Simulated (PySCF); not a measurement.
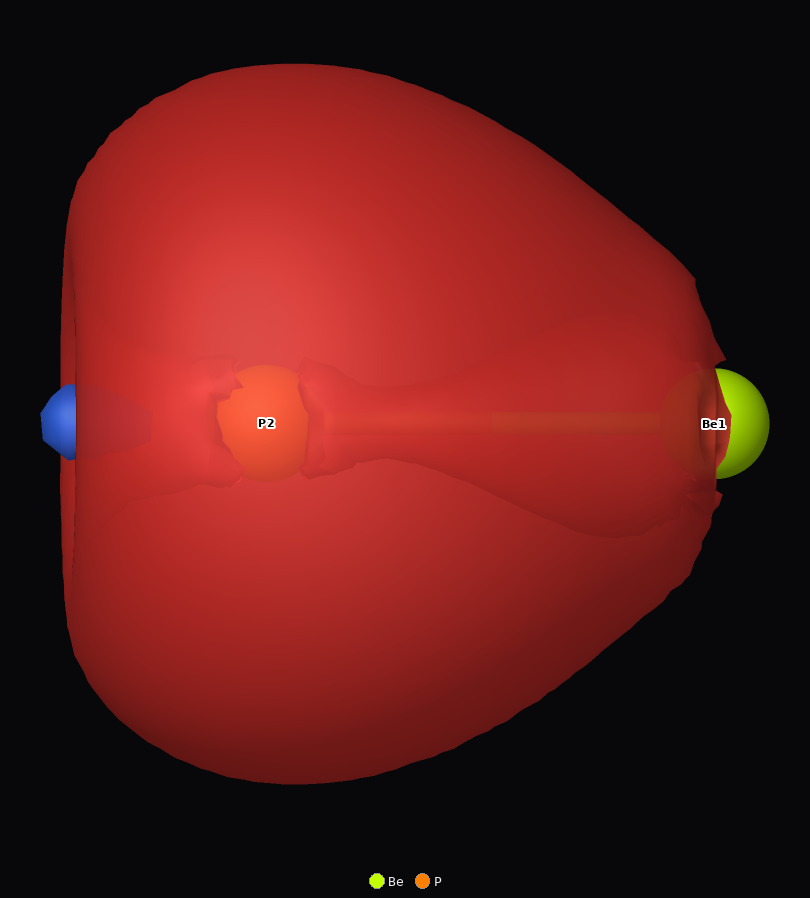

The picture shows: BeP (charge +1, triplet). Isosurfaces of the spin density (α minus β) at +0.03 (red) and −0.03 e/Å³ (blue), seen from one side.

Computed with PySCF, PBE0/cc-pVDZ(-PP), non-relativistic Hamiltonian with scalar-relativistic core potentials where named, at a bond length of 2.024 Å.

Describe the spin distribution.

Answer. The unpaired spin (2 electrons) lies mostly on P2 (about 1.7) and Be1 (about 0.3), in electrons by Hirshfeld's partition.
